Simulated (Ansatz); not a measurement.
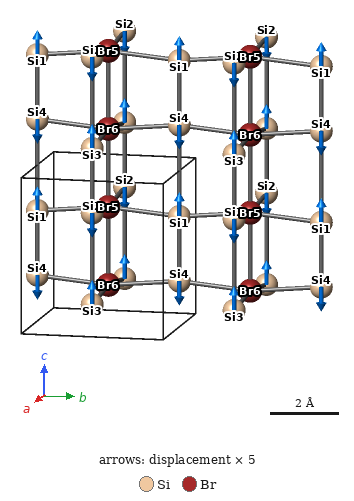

A relaxation of a crystal of Si2Br (a generated structure, set up in P4_2/mmc) (coarse preliminary run). The starting structure is drawn; blue arrows show the displacements (the part carried along by the change of the cell is left out), 5 times their true length.

The picture is a ball-and-stick view of the cell of the calculation, repeated 1 × 2 × 2 with one cell outlined, seen slightly off an axis.

All numbers below come from DFT PBE, scalar-relativistic, plane waves, PAW in Ansatz 0.2.0. Settings: plane-wave cutoff 420 eV; k-point mesh 4 × 4 × 4; occupations gaussian; smearing width 0.1 eV; no spin polarisation; cell and atoms relaxed; force threshold 0.04 eV/Å; at most 70 steps.

What happened in the run?

Answer. The largest moves relative to the cell, 0.15 Å, are those of Si1, Si2, Si3 and Si4. Si3 goes along +c. Br stays in place. The drawn cell changes as follows: a = b 4.285 → 5.556 Å (+29.7 %), c 4.671 → 5.569 Å (+19.2 %); the volume changes by +100.5 %. Near-neighbour distances that change, for instance: Si1–Si2 3.056 → 3.933 Å, Si1–Br6 3.025 → 3.870 Å, Si1–Si4 1.937 → 2.603 Å, Si1–Br5 2.152 → 2.779 Å. Among the angles between lasting bonds that change: Si1–Br5–Si1 169.4° → 176.3°, Br5–Si1–Br5 169.4° → 176.3°, Si4–Si1–Br5 95.3° → 91.9°. The space group stays P4_2/mmc (No. 131). After 15 accepted moves (18 points after the start) the energy has fallen by 2227 meV per atom. The largest force component goes from 8 to 0.0039 eV/Å. The pressure goes from 92.35 to −0.01 GPa. The line search rejected the trial step at point 15 of the run. At 2 points the geometry stayed and the basis and grid were re-selected for the new cell (energy shift of 41.9 meV per atom at most each time). The run took 32 s on 1 thread of Intel(R) Xeon(R) Gold 6455B (Sapphire Rapids), on a shared host, peak memory 0.44 GiB.
